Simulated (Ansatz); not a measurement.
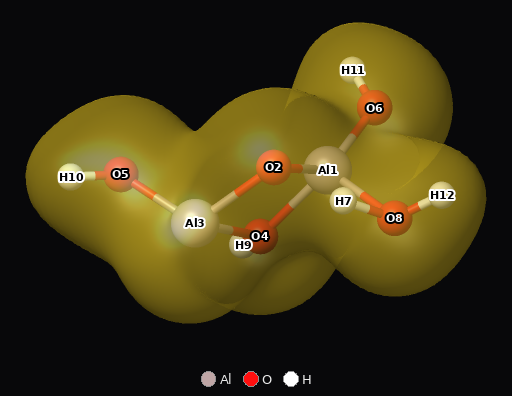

*Al2H5O5 (doublet). Isosurface of the total electron density at 0.05 e/Å³ (yellow), seen at an oblique angle.*

A transition-state structure; geometry: PBE0-D4/def2-TZVP.

The calculation used UKS PBE0-D4/def2-TZVPP (Ansatz).

```tsv
atom	x (Å)	y (Å)	z (Å)
Al	-0.3761	-0.7444	0.1234
O	0.9081	-0.1163	-0.9129
Al	1.0964	1.4697	-0.1090
O	-0.1721	0.6888	1.1660
O	0.1292	2.7614	-0.7122
O	-1.8654	-1.5078	-0.0788
H	1.3707	-1.2764	-0.3192
O	0.9619	-1.9953	0.4527
H	-0.8020	1.1836	1.6904
H	0.5319	3.5534	-1.0636
H	-2.6718	-1.1098	-0.3970
H	0.8891	-2.9071	0.1602
```

> What does this surface tell about the bonding?

At this value the surface is in one piece. It bridges the sampled Al–O (1.69 Å), O–H (0.95 Å), Al–O (1.77 Å) and Al–O (1.86 Å) contacts, where the density stays above the isovalue. On the grid the lowest density along these lines, outside the cores, is 0.8 e/Å³ (Al–O, 1.69 Å), 2.5 e/Å³ (O–H, 0.95 Å), 0.7 e/Å³ (Al–O, 1.77 Å) and 0.52 e/Å³ (Al–O, 1.86 Å).
